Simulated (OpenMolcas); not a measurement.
# C2H3F2Si (SMILES [CH]=C[SiH](F)F) at 6 levels

Aim: a comparison of 6 runs (UB3LYP/6-31G*, U-revPBE/cc-pVDZ, UBHLYP/cc-pVDZ, UBLYP/cc-pVDZ, UTPSS/cc-pVDZ, ROMP2/cc-pVDZ) of C2H3F2Si. 

The calculation is run with OpenMolcas 26.06.

2 further runs of the same task are left out: 2 set aside as unsound or not needed.

### Step 1. The system as given

C2H3F2Si: 8 atoms, total charge 0, spin state doublet. As SMILES, `[CH]=C[SiH](F)F`. The Si3–F4 distance was set to 2.382 Å, away from the relaxed value. At this shape a bond of the SMILES string is far longer than usual.

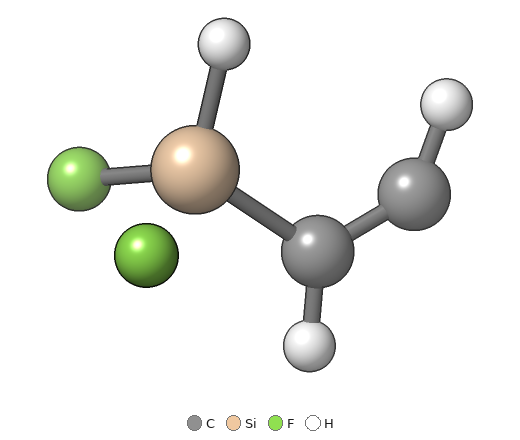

The structure, seen from a chosen angle (carbon grey, silicon light orange, fluorine green, hydrogen white).

### Step 2. The energy at UB3LYP/6-31G(d) (Cartesian functions) (run 1)

The input, mol.input:

```
&GATEWAY
  BasLib
  $CurrDir
  Coord
  8
  angstrom
  C        0.839999       1.216296       1.778618
  C        0.933499       0.860996       0.526118
  Si      -0.617601       0.500496      -0.407682
  F       -0.572000      -1.723000      -1.260300
  F       -0.735101       1.454596      -1.671382
  H        0.048499       1.376996       2.499318
  H        1.906299       0.778096       0.038318
  H       -1.817801       0.666996       0.430618
  Basis
  6-31Gs
  Group
  NoSym

&SEWARD
  GridInput
  Grid=UltraFine
  End of Grid

&SCF
  UHF
  Spin
  2
  KSDFT
  B3LYP
  Thresholds
  1e-10 1e-07 1e-07 1e-05
  PrOrbitals
  1 2
```

The basis set 6-31G* is read from a file made from the Basis Set Exchange's data (not shown).

Run with:

```console
$ export MOLCAS_MEM=1860
$ pymolcas mol.input > mol.log
```

What it wrote:

```text
--- Start Module: gateway ---
[...]
--- Stop Module: gateway /rc=_RC_ALL_IS_WELL_ ---
--- Start Module: seward ---
[...]
      Basis functions           85
--- Stop Module: seward /rc=_RC_ALL_IS_WELL_ ---
[...]
--- Start Module: scf ---
[...]
       Convergence after  22 Iterations
[...]
::    Total KS-DFT energy                            -567.0946870748
[...]
      Total spin, S                                     0.5057339883
[...]
      Total electronic charge=   47.000000
      Total            charge=   -0.000000
[...]
      Dipole Moment (debye):
      Origin of the operator (angstrom)=   -0.2225    0.3944   -0.3920
                   X=  3.7545E-01               Y=  3.4968E+00               Z=  3.2263E+00           Total=  4.7726E+00
      Quadrupole Moment (debye*angstrom):
[...]
--- Stop Module: scf /rc=_RC_ALL_IS_WELL_ ---
[...]
```

It took 67 s on 1 thread of AMD EPYC 7R43 (Zen 3), shared host; peak memory 0.47 GiB.

### Step 3. A single-point energy at U-revPBE/cc-pVDZ (run 2)

The input, run.inp:

```
* C2H3F2Si Kohn-Sham DFT
>>> EXPORT MOLCAS_PRINT=2

&GATEWAY
  BasLib
  $CurrDir
  Coord
  8
  angstrom
  C        0.839999       1.216296       1.778618
  C        0.933499       0.860996       0.526118
  Si      -0.617601       0.500496      -0.407682
  F       -0.572000      -1.723000      -1.260300
  F       -0.735101       1.454596      -1.671382
  H        0.048499       1.376996       2.499318
  H        1.906299       0.778096       0.038318
  H       -1.817801       0.666996       0.430618
  Basis
  cc-pVDZ
  Group
  NoSym

&SEWARD
  GridInput
  Grid=UltraFine
  End of Grid

&SCF
  UHF
  Spin
  2
  KSDFT
  revPBE
  Thresholds
  1e-10 1e-07 1e-07 1e-05
  PrOrbitals
  1 1
```

The basis set cc-pVDZ is read from a file made from the Basis Set Exchange's data (not shown).

Run with:

```console
$ export MOLCAS_MEM=1860
$ pymolcas run.inp > run.log
```

What it wrote:

```text
--- Start Module: gateway ---
[...]
--- Stop Module: gateway /rc=_RC_ALL_IS_WELL_ ---
--- Start Module: seward ---
[...]
      Basis functions           89
--- Stop Module: seward /rc=_RC_ALL_IS_WELL_ ---
[...]
--- Start Module: scf ---
[...]
       Convergence after  21 Iterations
[...]
::    Total KS-DFT energy                            -566.9624122242
[...]
      Total spin, S                                     0.5044916994
[...]
      Total electronic charge=   47.000000
      Total            charge=   -0.000000
[...]
      Dipole Moment (debye):
      Origin of the operator (angstrom)=   -0.2225    0.3944   -0.3920
                   X=  3.8802E-01               Y=  3.2677E+00               Z=  2.9670E+00           Total=  4.4307E+00
      Quadrupole Moment (debye*angstrom):
[...]
--- Stop Module: scf /rc=_RC_ALL_IS_WELL_ ---
[...]
```

Wall time 75 s (1 thread of AMD EPYC 7R43 (Zen 3), shared host); peak memory 0.49 GiB.

Runs 3 to 4 aren't shown in full; the table further down has their settings and results.

### Step 4. A single-point energy at UTPSS/cc-pVDZ (run 5)

The input, test.input:

```
&GATEWAY
  BasLib
  $CurrDir
  BasisSet
  C.cc-pVDZ....
  C1 0.839999 1.216296 1.778618 angstrom
  C2 0.933499 0.860996 0.526118 angstrom
  End of Basis
  BasisSet
  Si.cc-pVDZ....
  Si3 -0.617601 0.500496 -0.407682 angstrom
  End of Basis
  BasisSet
  F.cc-pVDZ....
  F4 -0.572000 -1.723000 -1.260300 angstrom
  F5 -0.735101 1.454596 -1.671382 angstrom
  End of Basis
  BasisSet
  H.cc-pVDZ....
  H6 0.048499 1.376996 2.499318 angstrom
  H7 1.906299 0.778096 0.038318 angstrom
  H8 -1.817801 0.666996 0.430618 angstrom
  End of Basis

&SEWARD
  GridInput
  Grid=UltraFine
  End of Grid

&SCF
  UHF
  Spin
  2
  KSDFT
  2
  1.0 MGGA_X_TPSS
  1.0 MGGA_C_TPSS
  Thresholds
  1e-10 1e-07 1e-07 1e-05
  PrOrbitals
  1 1
```

The basis set cc-pVDZ is read from a file made from the Basis Set Exchange's data (not shown).

Run with:

```console
$ export MOLCAS_MEM=1860
$ pymolcas test.input > test.log
```

What it wrote:

```text
--- Start Module: gateway ---
[...]
--- Stop Module: gateway /rc=_RC_ALL_IS_WELL_ ---
--- Start Module: seward ---
[...]
      Basis functions           89
--- Stop Module: seward /rc=_RC_ALL_IS_WELL_ ---
[...]
--- Start Module: scf ---
[...]
       Convergence after  24 Iterations
[...]
::    Total KS-DFT energy                            -567.1638296000
[...]
      Total spin, S                                     0.5064503285
[...]
      Total electronic charge=   47.000000
      Total            charge=   -0.000000
[...]
      Dipole Moment (debye):
      Origin of the operator (angstrom)=   -0.2225    0.3944   -0.3920
                   X=  3.8086E-01               Y=  3.3201E+00               Z=  3.0363E+00           Total=  4.5153E+00
      Quadrupole Moment (debye*angstrom):
[...]
--- Stop Module: scf /rc=_RC_ALL_IS_WELL_ ---
[...]
```

Wall time 2.1 min (1 thread of AMD EPYC 7R43 (Zen 3), shared host); peak memory 0.49 GiB.

### Step 5. A single-point energy at ROMP2/cc-pVDZ (run 6)

The input, job.inp:

```
&GATEWAY
 BasLib=$CurrDir
 Coord
 8
 angstrom
 C        0.839999       1.216296       1.778618
 C        0.933499       0.860996       0.526118
 Si      -0.617601       0.500496      -0.407682
 F       -0.572000      -1.723000      -1.260300
 F       -0.735101       1.454596      -1.671382
 H        0.048499       1.376996       2.499318
 H        1.906299       0.778096       0.038318
 H       -1.817801       0.666996       0.430618
 Basis=cc-pVDZ
 Group=NoSym

&SEWARD

&SCF
 UHF
 Spin=2
 Thresholds=1e-10 1e-07 1e-07 1e-05
 PrOrbitals=1 2

&RASSCF
 FileOrb=$Project.UnaOrb
 Spin=2
 Nactel=1 0 0
 Inactive=23
 Ras2=1
 OutOrbitals=Canonical
 OrbListing=Nothing

&CASPT2
 IPEA=0.0
 Frozen=9
```

The basis set cc-pVDZ is read from a file made from the Basis Set Exchange's data (not shown).

Run with:

```console
$ export MOLCAS_MEM=1860
$ pymolcas job.inp > job.log
```

What it wrote:

```text
--- Start Module: gateway ---
[...]
--- Stop Module: gateway /rc=_RC_ALL_IS_WELL_ ---
[...]
      Basis functions           89
[...]
       Convergence after  31 Iterations
[...]
::    Total SCF energy                               -565.2158215685
[...]
      Total spin, S                                     0.5972834573
[...]
--- Start Module: rasscf ---
[...]
      Number of active orbitals                  1
[...]
      Spin quantum number                      0.5
[...]
      Active orbitals                            1
[...]
      Number of CSFs                             1
[...]
      Number of root(s) required                 1
[...]
      Convergence after  9 iterations
[...]
      printout of CI-coefficients larger than  0.05 for root  1
      energy=    -565.208305
      conf/sym  1     Coeff  Weight
             1  u   1.00000 1.00000
      Natural orbitals and occupation numbers for root  1
      sym 1:   1.000000
      ************************************************************************************************************************
      *                                                    Final results                                                     *
[...]
::    RASSCF root number  1 Total energy:   -565.20830541
[...]
      Total electronic charge=   47.000000
      Total            charge=   -0.000000
[...]
      Dipole Moment (debye):
      Origin of the operator (angstrom)=   -0.2225    0.3944   -0.3920
                   X=  3.7339E-01               Y=  4.3714E+00               Z=  4.1509E+00           Total=  6.0398E+00
      Quadrupole Moment (debye*angstrom):
[...]
--- Stop Module: rasscf /rc=_RC_ALL_IS_WELL_ ---
[...]
--- Start Module: caspt2 ---
[...]
      E2 (Variational):          -0.7220410074
      Total energy:            -565.9303464210
[...]
      Reference weight:           0.81645
[...]
::    CASPT2 Root  1     Total energy:   -565.93034642
[...]
```

It took 31 s on 1 thread of AMD EPYC 7R43 (Zen 3), shared host; peak memory 0.49 GiB.

### Step 6. All runs side by side

| run | level | Cartesian functions | integration grid | energy (Eh) | dipole moment (D) | HOMO energy (eV) | LUMO energy (eV) | wall time |
| --- | --- | --- | --- | --- | --- | --- | --- | --- |
| 1 | UB3LYP/6-31G* (Cartesian functions) | yes | UltraFine | -567.094687 | 4.77 | -7.27 | -3.42 | 67 s |
| 2 | U-revPBE/cc-pVDZ | no | UltraFine | -566.962412 | 4.43 | -6.12 | -4.19 | 75 s |
| 3 | UBHLYP/cc-pVDZ | no | UltraFine | -566.977286 | 5.28 | -9.12 | -2.22 | 86 s |
| 4 | UBLYP/cc-pVDZ | no | UltraFine | -567.056473 | 4.39 | -5.98 | -4.28 | 72 s |
| 5 | UTPSS/cc-pVDZ | no | UltraFine | -567.163830 | 4.52 | -6.34 | -4.07 | 2.1 min |
| 6 | ROMP2/cc-pVDZ | no | – | -565.930346 | – | – | – | 31 s |

### Step 7. Results

| quantity | value |
| --- | --- |
| run 6: total energy | -565.93035 Eh |

Over runs 1, 2, 3, 4, 5 the dipole moment (its size) runs from 4.39 D (UBLYP/cc-pVDZ) to 5.28 D (UBHLYP/cc-pVDZ). Totals of different functionals can't be ranked against each other. All runs together took 7.6 min, the longest 2.1 min.
